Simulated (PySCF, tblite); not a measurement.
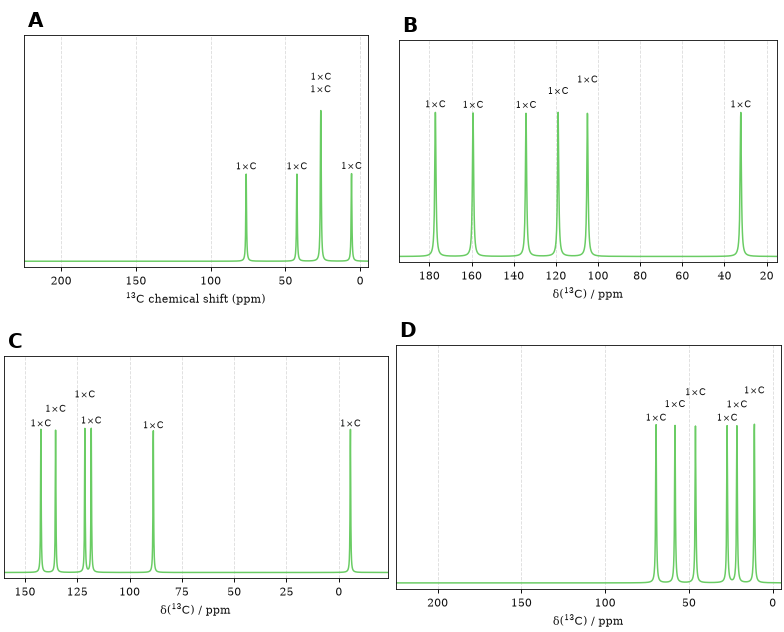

GIAO shifts, PBE0/pcSseg-1 with PySCF 2.14.0, at a GFN2-xTB geometry (a minimum by its frequencies), against TMS for ¹³C computed at the same level. Gas phase, fully decoupled, line heights follow the number of nuclei, widths are arbitrary (no quadrupolar broadening); values of one conformer, averaged over methyl-type rotors and exact or near symmetry; other conformers aren't averaged in.

**Assign the panels.**
1. C₆H₇FN₂Si, SMILES C[SiH2]/C(C#N)=C(/C#N)CF
2. C₆H₇FN₂Si, SMILES CN[Si@H]1C=C(F)C(C#N)=C1
3. C₅H₁₂OSi, SMILES C[C@@H](O)[C@H]1CC[SiH2]1
4. C₆H₁₆BN, SMILES [BH3-][N@+]1(C)CC[C@H]1CC

A: 3 (76.2 (1 C), 42.3 (1 C), 26.4 (1 C), 26.2 (1 C), 5.8 (1 C) ppm)
B: 2 (177.1 (1 C), 159.3 (1 C), 134.1 (1 C), 118.9 (1 C), 105.0 (1 C), 32.3 (1 C) ppm)
C: 1 (142.4 (1 C), 135.3 (1 C), 121.4 (1 C), 118.3 (1 C), 88.7 (1 C), −5.6 (1 C) ppm)
D: 4 (69.6 (1 C), 58.3 (1 C), 46.1 (1 C), 27.2 (1 C), 21.3 (1 C), 10.9 (1 C) ppm)

Caveats, for all or some of the runs: the tight-binding geometry is rougher than a DFT one and adds to the error.
